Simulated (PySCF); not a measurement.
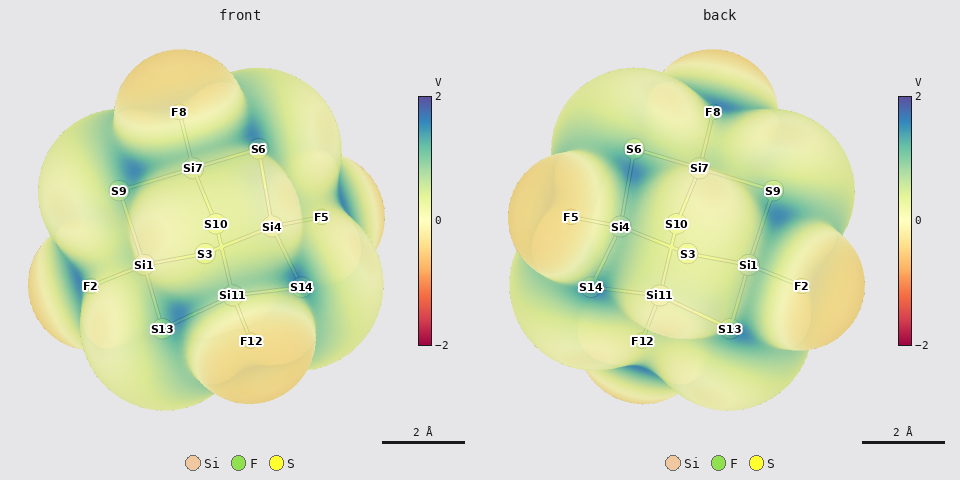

*F4S6Si4. The electrostatic potential painted on the density surface at 0.002 e/bohr³, seen from the front and from behind; the colour scale runs from red (negative) to blue (positive).*

Geometry: PBE0-D3(BJ)/def2-SVP.

Theory: PBE0/pcSseg-1, SCF density, gas phase, non-relativistic (PySCF).

```xyz
14

Si   -1.5082   -1.0365   -0.8323
F    -2.7096   -1.8677   -1.5014
S    -0.7896    0.2448   -2.3755
Si    0.7836    1.2527   -1.3527
F     1.4170    2.2546   -2.4372
S     0.0913    2.5056    0.2248
Si   -0.6988    1.0488    1.5641
F    -1.2531    1.8907    2.8150
S    -2.3959    0.0150    0.7929
S     0.7826   -0.2435    2.3833
Si    1.4161   -1.2770    0.6317
F     2.5514   -2.2950    1.1382
S    -0.0979   -2.5106   -0.2188
S     2.3917   -0.0258   -0.7889
```

**Which sites attract a positive test charge, and which a negative one?**

A positive charge is drawn to the negative regions and a negative charge to the positive ones. The most negative region (about −0.4 V) lies over F2, F5, F8 and F12, the most positive (about +1.6 V) over Si1, Si4, Si7 and Si11.
